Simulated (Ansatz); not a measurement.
# Calculations on GaAsH₄ and related structures

## 1. Relaxation

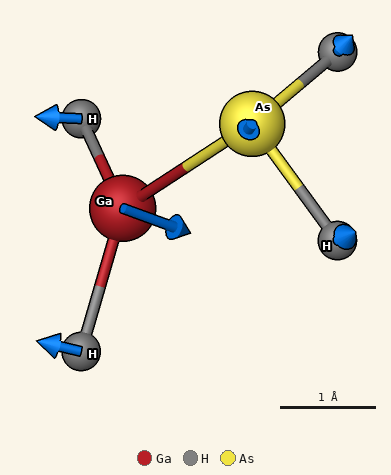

A relaxation of GaAsH4. The starting structure is drawn; blue arrows show the displacements, magnified 30 times. The two geometries are superimposed by the best rigid fit.

The picture is a ball-and-stick view, seen from a free direction.

It is one of the separated products of a reaction.

These are results of RKS PBE0-D4/def2-TZVP (Ansatz), not measurements. Settings: force threshold 0.005 eV/Å; at most 200 steps.

Describe the change and its energy.

After 4 accepted moves (5 points after the start) the energy has fallen by 0.33 kJ/mol. Largest force component: 0.14 eV/Å at the start, 0.0045 eV/Å at the end. The line search rejected the trial step at point 4 of the run. The largest move after the best rigid fit is that of the Ga atom, 0.032 Å. Largest moves by element: Ga 0.032 Å, H 0.017 Å, As 0.011 Å. Among the contacts that change: As–Ga 2.420 → 2.413 Å. The run took 31 s on 8 threads of Intel Xeon @ 2.50GHz, on a shared host.

## 2. Relaxation

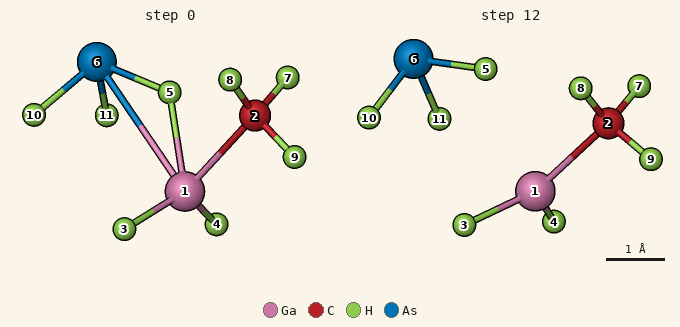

The structure of CH₈AsGa (started from a transition state, displaced along its imaginary mode) before (left) and after (right) a relaxation, at one scale.

The picture is a ball-and-stick view, seen at a tilt.

Computed with RKS PBE0-D4/def2-TZVP in Ansatz 0.2.0.

Input
```yaml
crystal:
  periodic: [false, false, false]
  atoms:
    - {symbol: Ga, position_ang: [-0.958124, 0.274922, 0.253540]}
    - {symbol: C, position_ang: [0.446390, 1.365715, -0.683186]}
    - {symbol: H, position_ang: [-2.050277, -0.341482, -0.704961]}
    - {symbol: H, position_ang: [-1.082709, 0.578341, 1.814655]}
    - {symbol: H, position_ang: [0.639523, -0.394840, -0.058316]}
    - {symbol: As, position_ang: [0.965732, -1.916410, 0.357028]}
    - {symbol: H, position_ang: [1.357152, 1.594245, -0.100542]}
    - {symbol: H, position_ang: [0.765742, 1.017435, -1.681543]}
    - {symbol: H, position_ang: [-0.144147, 2.287349, -0.809451]}
    - {symbol: H, position_ang: [-0.312138, -2.609696, -0.175133]}
    - {symbol: H, position_ang: [0.372955, -1.855579, 1.787910]}
basis:
  gaussian: {orbitals: def2-TZVP}
hamiltonian: {xc: pbe0, dispersion: d4}
relax: {f_tol: 0.005, max_steps: 200}
```

Command:
```bash
ansatz run in.yaml --threads 8 --pin off --events-out ev --progress --plain --max-ram 19148MiB
```

> What changed between the two?

Over 11 accepted moves (12 points after the start) the energy falls by 58.5 kJ/mol. The largest force component goes from 1.1 to 0.0048 eV/Å. The line search rejected the trial step at point 7 of the run. H5 moves most after the best rigid fit: 0.64 Å. By element the largest moves are H 0.64 Å, As 0.50 Å, C 0.31 Å, Ga 0.21 Å. Near-neighbour distances that change, for instance: Ga1–H5 1.760 → 2.372 Å, Ga1–As6 2.918 → 3.447 Å, H5–As6 1.611 → 1.533 Å, Ga1–C2 2.010 → 1.975 Å. Bonds break, among them: Ga1–H5 (1.76 → 2.37 Å). Bond angles that change, for instance: Ga1–C2–H9 97.6° → 108.2°, H3–Ga1–H4 127.9° → 119.1°, H5–As6–H10 99.6° → 92.6°.

## 3. Reaction

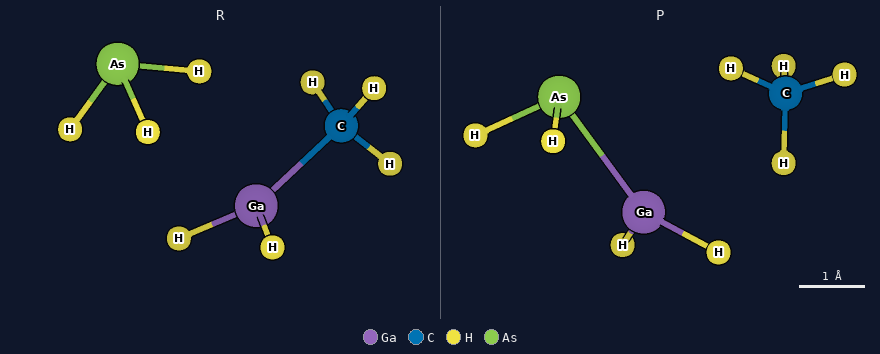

Reactant (R) and product (P) of one elementary step of CH$_{8}$AsGa. Style: ball-and-stick. Shown at a tilt.

Stationary points at PBE0-D4/def2-TZVP, single-point energies with CAM-B3LYP-D4 (def2-TZVPP where no basis is named; Ansatz 0.2.0). The energies are electronic, without zero-point or thermal terms, and both ends are the relaxed geometries reached downhill from the saddle, with any fragments still in contact.

Question: What is the transition state like, and how high is the barrier?

Answer: Counted by bonded pieces, R holds AsH₃ + CH₅Ga and P holds CH₄ + GaAsH₄. From R over the saddle to P, bonds form: As–Ga (3.45 → 2.76 → 2.42 Å), C–H (2.78 → 1.52 → 1.09 Å). Bonds break: C–Ga (1.97 → 2.16 → 3.18 Å), As–H (1.53 → 1.88 → 3.21 Å). The saddle has one imaginary mode, 1217i cm⁻¹. The end R keeps a soft imaginary mode of 52i cm⁻¹, so it isn't quite a minimum. The end P keeps a soft imaginary mode of 51i cm⁻¹, so it isn't quite a minimum. With CAM-B3LYP-D4 the barrier is 29.4 kcal/mol from R and 46.9 kcal/mol from P, and P lies 17.5 kcal/mol below R.

The saddle point in the same view, with dashed sticks for the bonds that form or break:

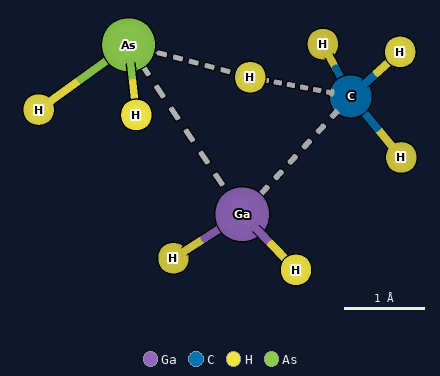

Limits of the set-up: the start holds two separate molecules, 2.4 Å apart at their closest, whose relative position is a soft coordinate.

## 4. Reaction

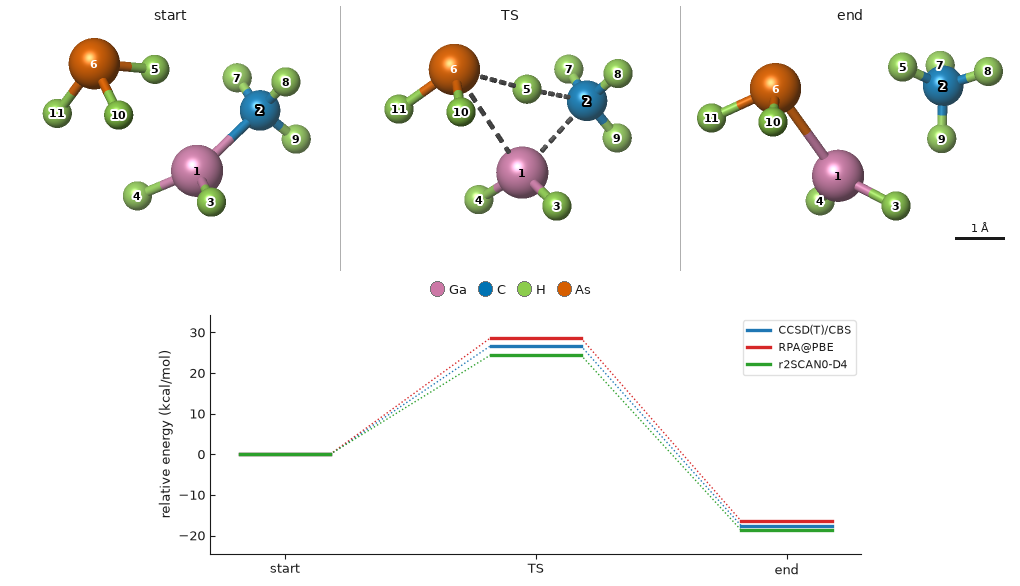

A reaction step of CH8AsGa, with its energy diagram. A ball-and-stick model, seen at a tilt. Dashed sticks mark bonds that form or break.

Stationary points at PBE0-D4/def2-TZVP, single-point energies with CCSD(T)/CBS, RPA@PBE, r2SCAN0-D4 (def2-TZVPP where no basis is named; Ansatz 0.2.0). The energies are electronic, without zero-point or thermal terms, and both ends are the relaxed geometries reached downhill from the saddle, with any fragments still in contact. CCSD(T)/CBS stands for a frozen-core estimate: MP2 correlation extrapolated from def2-TZVPP and def2-QZVPP, CCSD(T) minus MP2 from the smaller set.

Question: Describe the step and its energetics.

Answer: Counted by bonded pieces, the start holds AsH₃ + CH₅Ga and the end holds CH₄ + GaAsH₄. From the start over the saddle to the end, bonds form: Ga1–As6 (3.45 → 2.76 → 2.42 Å), C2–H5 (2.78 → 1.52 → 1.09 Å). Bonds break: Ga1–C2 (1.97 → 2.16 → 3.18 Å), H5–As6 (1.53 → 1.88 → 3.21 Å). The saddle has one imaginary mode, 1217i cm⁻¹. The end the start keeps a soft imaginary mode of 52i cm⁻¹, so it isn't quite a minimum. The end the end keeps a soft imaginary mode of 51i cm⁻¹, so it isn't quite a minimum. With CCSD(T)/CBS the barrier is 26.7 kcal/mol from the start and 44.4 kcal/mol from the end, and the end lies 17.6 kcal/mol below the start.

```tsv
level	barrier from the start (kcal/mol)	barrier from the end (kcal/mol)	the end less the start (kcal/mol)
CCSD(T)/CBS	26.7	44.4	−17.6
RPA@PBE	28.7	45.2	−16.5
r2SCAN0-D4	24.5	43.2	−18.7
```

Limits of the set-up: the start holds two separate molecules, 2.4 Å apart at their closest, whose relative position is a soft coordinate.
